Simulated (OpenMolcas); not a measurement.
**Excited-state calculation of C$_{2}$H$_{7}$NSi (part 2 of 2)**

C$_{2}$H$_{7}$NSi, SMILES C=N[SiH2]C; CASSCF/ANO-XS-VDZ, DKH2 (OpenMolcas 26.06). The geometry comes from this level: PBE0-D4/def2-TZVP.

Geometry of the input (Å):
```
C  -0.7632  2.0272  0.3899
N  -0.7495  1.0016  -0.3364
Si -0.3792  -0.6028  0.2474
C  1.0686  -1.2710  -0.7132
H  -0.9977  3.0090  -0.0395
H  -0.5503  2.0236  1.4719
H  -0.0751  -0.5816  1.7134
H  -1.5904  -1.4347  0.0234
H  0.8495  -1.2702  -1.7830
H  1.2928  -2.2960  -0.4079
H  1.9599  -0.6622  -0.5455
```

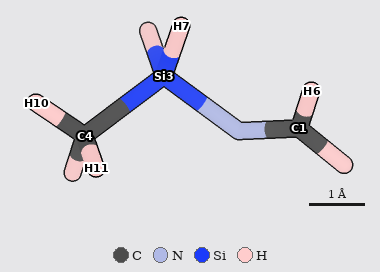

Fig. 1: The structure as given in the input (stick view, seen at a tilt; atoms are numbered from 1 in the order of the input).

## Output, continued
```
          iter iter root      energy       change     param      element    value   shift minimum  type update hh:mm:ss
 Nr of preliminary CI iterations:   3
        1   1  101    0  -423.56653263    0.00E+00  -1.46E-01*  17  48 1 -3.69E-02*  0.21   0.00    SX    NO    0:00:00
        2   4   16    0  -423.59229749   -2.58E-02* -2.80E-01*  13  20 1  2.16E-02*  0.22   0.00    SX    NO    0:00:00
        3   3   27    0  -423.60086076   -8.56E-03* -1.98E-01*  13  20 1  8.62E-03*  0.21   0.00    SX    NO    0:00:00
        4   4   22    0  -423.60491972   -4.06E-03* -1.32E-01*  22  26 1 -3.73E-03*  0.21   0.00    SX    NO    0:00:00
        5   4   22    0  -423.60692299   -2.00E-03* -1.19E-01*  22  26 1 -2.89E-03*  0.21   2.50    LS   YES    0:00:00
        6   4   23    0  -423.60813800   -1.22E-03* -1.35E-01*  13  20 1 -3.98E-03*  0.21   2.29    QN   YES    0:00:00
        7   4   25    0  -423.60925717   -1.12E-03* -1.46E-01*  13  20 1 -4.99E-03*  0.21   2.33    QN   YES    0:00:00
        8   4   26    0  -423.61020708   -9.50E-04*  1.41E-01*  13  20 1 -4.62E-03*  0.21   2.16    QN   YES    0:00:00
        9   4   27    0  -423.61099965   -7.93E-04*  1.03E-01*  13  20 1 -3.10E-03*  0.21   1.87    QN   YES    0:00:00
       10   4   27    0  -423.61166770   -6.68E-04* -9.63E-02   14  20 1 -1.83E-03*  0.21   2.01    QN   YES    0:00:00
       11   4   26    0  -423.61246957   -8.02E-04* -1.13E-01*  14  20 1 -2.16E-03*  0.20   2.27    QN   YES    0:00:00
       12   4   23    0  -423.61357532   -1.11E-03*  1.22E-01*  13  20 1  4.83E-03*  0.20   1.97    QN   YES    0:00:00
       13   4   22    0  -423.61474838   -1.17E-03*  1.10E-01*  13  20 1  7.85E-03*  0.19   1.78    QN   YES    0:00:00
       14   4   19    0  -423.61595067   -1.20E-03* -9.67E-02   13  20 1  1.01E-02*  0.18   1.95    QN   YES    0:00:00
       15   4   29    0  -423.61744910   -1.50E-03* -8.05E-02   13  20 1  1.11E-02*  0.18   1.98    QN   YES    0:00:00
       16   4   16    0  -423.61918819   -1.74E-03*  7.64E-02   13  20 1  9.51E-03*  0.17   1.87    QN   YES    0:00:00
       17   4   15    0  -423.62074289   -1.55E-03* -4.43E-02   13  20 1  5.39E-03*  0.17   1.82    QN   YES    0:00:00
       18   4   19    0  -423.62177810   -1.04E-03* -3.87E-02   14  20 1  2.11E-03*  0.16   1.77    QN   YES    0:00:00
       19   4   16    0  -423.62236384   -5.86E-04*  3.50E-02    9  54 1  1.57E-03*  0.17   1.70    QN   YES    0:00:00
       20   4   15    0  -423.62271845   -3.55E-04* -4.01E-02   13  20 1 -2.25E-03*  0.17   1.68    QN   YES    0:00:00
       21   5   15    0  -423.62301638   -2.98E-04* -5.12E-02   13  20 1 -2.30E-03*  0.17   1.44    QN   YES    0:00:00
       22   5   15    0  -423.62329049   -2.74E-04*  4.86E-02   13  20 1 -1.46E-03*  0.17   1.38    QN   YES    0:00:00
       23   5   15    0  -423.62363335   -3.43E-04*  7.23E-02   23  43 1  1.07E-03*  0.17   1.75    QN   YES    0:00:00
       24   5   17    0  -423.62409905   -4.66E-04*  4.96E-02   13  20 1  1.99E-03*  0.17   1.39    QN   YES    0:00:00
       25   5   15    0  -423.62452077   -4.22E-04* -4.33E-02   13  20 1  3.20E-03*  0.18   1.35    QN   YES    0:00:00
       26   5   15    0  -423.62495884   -4.38E-04* -5.67E-02   13  20 1  2.79E-03*  0.18   1.78    QN   YES    0:00:00
       27   5   17    0  -423.62546107   -5.02E-04*  3.34E-02   22  29 1 -1.71E-03*  0.18   1.44    QN   YES    0:00:00
       28   5   16    0  -423.62570296   -2.42E-04* -3.67E-02    9  54 1  1.27E-03*  0.18   0.96    QN   YES    0:00:00
       29   5   16    0  -423.62581988   -1.17E-04* -1.76E-02   13  20 1 -1.14E-03*  0.18   0.77    QN   YES    0:00:00
       30   4   16    0  -423.62590065   -8.08E-05* -8.00E-03   22  43 1  5.76E-04*  0.18   1.42    QN   YES    0:00:00
       31   4   15    0  -423.62593857   -3.79E-05* -7.64E-03   22  24 1  3.42E-04*  0.18   1.42    QN   YES    0:00:00
       32   5   15    0  -423.62595365   -1.51E-05*  4.90E-03   13  20 1  2.86E-04*  0.18   1.14    QN   YES    0:00:00
       33   4   14    0  -423.62595952   -5.87E-06* -3.56E-03    9  54 1 -2.48E-04*  0.18   1.40    QN   YES    0:00:00
       34   4   13    0  -423.62596330   -3.78E-06*  1.99E-03   22  29 1  1.60E-04*  0.18   1.44    QN   YES    0:00:00
       35   4   12    0  -423.62596499   -1.69E-06*  1.36E-03   22  29 1  9.50E-05   0.18   1.26    QN   YES    0:00:00
       36   4   12    0  -423.62596563   -6.39E-07* -7.99E-04    9  54 1  5.79E-05   0.18   1.19    QN   YES    0:00:00
       37   4   10    0  -423.62596589   -2.61E-07*  4.28E-04   14  22 1  3.08E-05   0.18   1.44    QN   YES    0:00:00
       38   3   10    0  -423.62596597   -8.39E-08*  1.57E-04   22  24 1 -1.96E-05   0.18   1.26    QN   YES    0:00:00
       39   3    9    0  -423.62596599   -1.77E-08*  1.73E-04   22  24 1 -1.42E-05   0.18   1.59    QN   YES    0:00:00
       40   3    9    0  -423.62596600   -8.02E-09   1.31E-04   22  24 1 -8.40E-06   0.18   1.39    QN   YES    0:00:00
      Convergence after 40 iterations
       41   1    9    0  -423.62596600   -2.91E-09   1.31E-04    9  54 1  3.59E-06   0.18   1.39    QN   YES    0:00:00

      ************************************************************************************************************************
                                                      Wave function printout:
                       occupation of active orbitals, and spin coupling of open shells (u,d: Spin up or down)
      ************************************************************************************************************************

      Note: transformation to natural orbitals
      has been made, which may change the order of the CSFs.

      printout of CI-coefficients larger than  0.05 for root  1
      energy=    -423.776915
      conf/sym  1111111     Coeff  Weight
             1  2222000   0.95419 0.91048
             4  222u0d0   0.05876 0.00345
            51  u222d00  -0.16690 0.02785
           145  2022002  -0.06836 0.00467
           171  0222200  -0.18970 0.03598

      printout of CI-coefficients larger than  0.05 for root  2
      energy=    -423.618428
      conf/sym  1111111     Coeff  Weight
             2  222ud00   0.96428 0.92984
            40  2u2du0d   0.08558 0.00732
            52  u22d200   0.20438 0.04177
           146  202ud02  -0.07411 0.00549
           151  ud22200   0.06661 0.00444

      printout of CI-coefficients larger than  0.05 for root  3
      energy=    -423.482554
      conf/sym  1111111     Coeff  Weight
             1  2222000  -0.05604 0.00314
             4  222u0d0   0.96192 0.92529
            17  22ud020  -0.07299 0.00533
            45  2u2u0dd  -0.05611 0.00315
            54  u22dud0   0.06396 0.00409
            55  u22udd0   0.05699 0.00325
           148  202u0d2  -0.07139 0.00510
           173  022u2d0   0.17256 0.02978
           221  uu22dd0  -0.05364 0.00288

      Natural orbitals and occupation numbers for root  1
      sym 1:   1.909765   1.980427   1.994534   1.991538   0.093160   0.007570   0.023006

      Natural orbitals and occupation numbers for root  2
      sym 1:   1.992925   1.971495   1.995492   1.000226   1.010237   0.004930   0.024695

      Natural orbitals and occupation numbers for root  3
      sym 1:   1.919543   1.975471   1.997325   1.110399   0.083040   0.892650   0.021572

      ************************************************************************************************************************
      *                                                    Final results                                                     *
      ************************************************************************************************************************

++    Final optimization conditions:
      ------------------------------

      Average CI energy                            -423.62596600
      RASSCF energy for state  3                   -423.48255411
      Super-CI energy                                -0.00000000
      RASSCF energy change                            0.00000000
      Max change in MO coefficients               2.199E-04
      Max non-diagonal density matrix element     1.309E-04
      Maximum BLB matrix element                  3.588E-06
      (orbital pair   9,  54 in symmetry   1)
      Norm of electronic gradient            1.641E-01
--

      Final state energy(ies):
      ------------------------

::    RASSCF root number  1 Total energy:   -423.77691543
::    RASSCF root number  2 Total energy:   -423.61842845
::    RASSCF root number  3 Total energy:   -423.48255411
      Von Neumann Entropy (Root   1) =  0.39831

      Mulliken population analysis for root number:  1
      -----------------------------------------------

++    Molecular charges:
      ------------------

      Mulliken charges per centre
      ---------------------------

                C1      C4      N2      SI3     H5      H6      H7      H8      H9      H10     H11
      Total    6.1466  6.9603  7.6635 12.7994  0.8119  0.8801  1.1856  1.1637  0.7952  0.7933  0.8003

      N-E     -0.1466 -0.9603 -0.6635  1.2006  0.1881  0.1199 -0.1856 -0.1637  0.2048  0.2067  0.1997

      Total electronic charge=   40.000000

      Total            charge=   -0.000000
--

      Expectation values of various properties for root number:  1
      -----------------------------------------------------------

++    Molecular properties:
      ---------------------

      Charge (e):
                      =   -0.0000
      Dipole Moment (debye):
      Origin of the operator (angstrom)=   -0.2265    0.0686   -0.0169
                   X=  8.1497E-01               Y= -3.5592E-01               Z=  1.3550E+00           Total=  1.6208E+00
      Quadrupole Moment (debye*angstrom):
      Origin of the operator (angstrom)=   -0.2265    0.0686   -0.0169
                  XX= -3.5630E+01              XY= -5.4633E-01              XZ= -1.0488E+00              YY= -3.1681E+01
                  YZ=  2.0677E+00              ZZ= -3.6420E+01
      In traceless form (debye*angstrom)
                  XX= -1.5791E+00              XY= -8.1950E-01              XZ= -1.5733E+00              YY=  4.3439E+00
                  YZ=  3.1015E+00              ZZ= -2.7648E+00
--

      LoProp population analysis for root number:  1
      -----------------------------------------------

++    LoProp analysis:
      ----------------

++    Static properties:
      ------------------

      LoProp Charges per center

                   C1       C4       N2       SI3      H5       H6       H7       H8       H9       H10
      Nuclear      6.0000   6.0000   7.0000  14.0000   1.0000   1.0000   1.0000   1.0000   1.0000   1.0000
      Electronic  -6.1421  -6.6897  -7.4098 -13.1541  -0.8701  -0.9220  -1.1356  -1.1190  -0.8529  -0.8486

      Total       -0.1421  -0.6897  -0.4098   0.8459   0.1299   0.0780  -0.1356  -0.1190   0.1471   0.1514

                   H11
      Nuclear      1.0000
      Electronic  -0.8559

      Total        0.1441
--

      Natural Bond Order analysis for root number:  1

++    Natural Bond Order analysis
      ---------------------------
      Based on LoProp computed density
      -------------------------------------------------------------------------------------
      Atom A       Atom B       Bond Order
      -------------------------------------------------------------------------------------
      NBO located      1.002 non-bonded electrons on atom C1
      NBO located      1.008 non-bonded electrons on atom C4
      NBO located      0.957 non-bonded electrons on atom C4
      NBO located      1.001 non-bonded electrons on atom N2
      NBO located      0.944 non-bonded electrons on atom N2
      NBO located      1.000 non-bonded electrons on atom SI3
      NBO located      1.000 non-bonded electrons on atom SI3
      NBO located      0.997 non-bonded electrons on atom SI3
      NBO located      0.998 non-bonded electrons on atom SI3
      NBO located      0.997 non-bonded electrons on atom SI3
      The remaining   13.084 electrons are to be considered as diffuse
--

--

      Von Neumann Entropy (Root   2) =  1.12604

      Mulliken population analysis for root number:  2
      -----------------------------------------------

++    Molecular charges:
      ------------------

      Mulliken charges per centre
      ---------------------------

                C1      C4      N2      SI3     H5      H6      H7      H8      H9      H10     H11
      Total    6.3141  6.9684  7.6138 12.7583  0.7815  0.8363  1.1642  1.1736  0.7946  0.7949  0.8003

      N-E     -0.3141 -0.9684 -0.6138  1.2417  0.2185  0.1637 -0.1642 -0.1736  0.2054  0.2051  0.1997

      Total electronic charge=   40.000000

      Total            charge=   -0.000000
--

      Expectation values of various properties for root number:  2
      -----------------------------------------------------------

++    Molecular properties:
      ---------------------

      Charge (e):
                      =   -0.0000
      Dipole Moment (debye):
      Origin of the operator (angstrom)=   -0.2265    0.0686   -0.0169
                   X=  7.6846E-01               Y= -8.5617E-01               Z=  6.7557E-01           Total=  1.3342E+00
      Quadrupole Moment (debye*angstrom):
      Origin of the operator (angstrom)=   -0.2265    0.0686   -0.0169
                  XX= -3.7040E+01              XY= -7.7529E-01              XZ=  1.9433E-01              YY= -3.3208E+01
                  YZ=  2.8230E-01              ZZ= -3.4221E+01
      In traceless form (debye*angstrom)
                  XX= -3.3257E+00              XY= -1.1629E+00              XZ=  2.9150E-01              YY=  2.4224E+00
                  YZ=  4.2345E-01              ZZ=  9.0324E-01
--

      LoProp population analysis for root number:  2
      -----------------------------------------------

++    LoProp analysis:
      ----------------

++    Static properties:
      ------------------

      LoProp Charges per center

                   C1       C4       N2       SI3      H5       H6       H7       H8       H9       H10
      Nuclear      6.0000   6.0000   7.0000  14.0000   1.0000   1.0000   1.0000   1.0000   1.0000   1.0000
      Electronic  -6.3315  -6.7003  -7.3339 -13.1262  -0.8398  -0.8660  -1.1136  -1.1310  -0.8528  -0.8491

      Total       -0.3315  -0.7003  -0.3339   0.8738   0.1602   0.1340  -0.1136  -0.1310   0.1472   0.1509

                   H11
      Nuclear      1.0000
      Electronic  -0.8558

      Total        0.1442
--

      Natural Bond Order analysis for root number:  2

++    Natural Bond Order analysis
      ---------------------------
      Based on LoProp computed density
      -------------------------------------------------------------------------------------
      Atom A       Atom B       Bond Order
      -------------------------------------------------------------------------------------
      NBO located      1.002 non-bonded electrons on atom C1
      NBO located      1.008 non-bonded electrons on atom C4
      NBO located      0.959 non-bonded electrons on atom C4
      NBO located      0.995 non-bonded electrons on atom N2
      NBO located      0.961 non-bonded electrons on atom N2
      NBO located      1.001 non-bonded electrons on atom SI3
      NBO located      1.000 non-bonded electrons on atom SI3
      NBO located      0.998 non-bonded electrons on atom SI3
      NBO located      0.997 non-bonded electrons on atom SI3
      NBO located      0.997 non-bonded electrons on atom SI3
      The remaining   12.786 electrons are to be considered as diffuse
--

--

      Von Neumann Entropy (Root   3) =  1.32820

      Mulliken population analysis for root number:  3
      -----------------------------------------------

++    Molecular charges:
      ------------------

      Mulliken charges per centre
      ---------------------------

                C1      C4      N2      SI3     H5      H6      H7      H8      H9      H10     H11
      Total    6.0152  6.9479  7.1681 13.5219  0.7878  0.8347  1.1618  1.1704  0.7967  0.7927  0.8028

      N-E     -0.0152 -0.9479 -0.1681  0.4781  0.2122  0.1653 -0.1618 -0.1704  0.2033  0.2073  0.1972

      Total electronic charge=   40.000000

      Total            charge=   -0.000000
--

      Expectation values of various properties for root number:  3
      -----------------------------------------------------------

++    Molecular properties:
      ---------------------

      Charge (e):
                      =   -0.0000
      Dipole Moment (debye):
      Origin of the operator (angstrom)=   -0.2265    0.0686   -0.0169
                   X= -7.3594E-02               Y=  5.9512E+00               Z= -1.2174E+00           Total=  6.0749E+00
      Quadrupole Moment (debye*angstrom):
      Origin of the operator (angstrom)=   -0.2265    0.0686   -0.0169
                  XX= -3.8232E+01              XY= -2.9949E+00              XZ=  2.4487E-01              YY= -3.0848E+01
                  YZ=  3.1546E+00              ZZ= -3.7876E+01
      In traceless form (debye*angstrom)
                  XX= -3.8699E+00              XY= -4.4923E+00              XZ=  3.6730E-01              YY=  7.2056E+00
                  YZ=  4.7319E+00              ZZ= -3.3358E+00
--

      LoProp population analysis for root number:  3
      -----------------------------------------------

++    LoProp analysis:
      ----------------

++    Static properties:
      ------------------

      LoProp Charges per center

                   C1       C4       N2       SI3      H5       H6       H7       H8       H9       H10
      Nuclear      6.0000   6.0000   7.0000  14.0000   1.0000   1.0000   1.0000   1.0000   1.0000   1.0000
      Electronic  -6.0751  -6.7077  -7.0457 -13.6651  -0.8405  -0.8579  -1.1131  -1.1281  -0.8540  -0.8552

      Total       -0.0751  -0.7077  -0.0457   0.3349   0.1595   0.1421  -0.1131  -0.1281   0.1460   0.1448

                   H11
      Nuclear      1.0000
      Electronic  -0.8576

      Total        0.1424
--

      Natural Bond Order analysis for root number:  3

++    Natural Bond Order analysis
      ---------------------------
      Based on LoProp computed density
      -------------------------------------------------------------------------------------
      Atom A       Atom B       Bond Order
      -------------------------------------------------------------------------------------
      NBO located      0.995 non-bonded electrons on atom C1
      NBO located      1.006 non-bonded electrons on atom C4
      NBO located      0.951 non-bonded electrons on atom C4
      NBO located      0.992 non-bonded electrons on atom N2
      NBO located      1.000 non-bonded electrons on atom SI3
      NBO located      0.992 non-bonded electrons on atom SI3
      NBO located      0.994 non-bonded electrons on atom SI3
      NBO located      0.998 non-bonded electrons on atom SI3
      NBO located      0.997 non-bonded electrons on atom SI3
      The remaining   12.193 electrons are to be considered as diffuse
--

--

      Average orbitals are written to the RASORB file
      Natural orbitals for root   1 are written to the RASORB.1 file
      Natural orbitals for root   2 are written to the RASORB.2 file
      Natural orbitals for root   3 are written to the RASORB.3 file
      Spin density orbitals for root   1 are written to the SPDORB.1 file
      Spin density orbitals for root   2 are written to the SPDORB.2 file
      Spin density orbitals for root   3 are written to the SPDORB.3 file

--- Stop Module: rasscf /rc=_RC_ALL_IS_WELL_ ---
           step2.RasOrb.3 step2.rasscf.h5 step2.SpdOrb.1 step2.SpdOrb.2 step2.SpdOrb.3 xmldump
--- Module rasscf spent 7 seconds ---

.##################.
.# Happy landing! #.
.##################.

    Timing: Wall=10.04 User=8.28 System=1.59
```
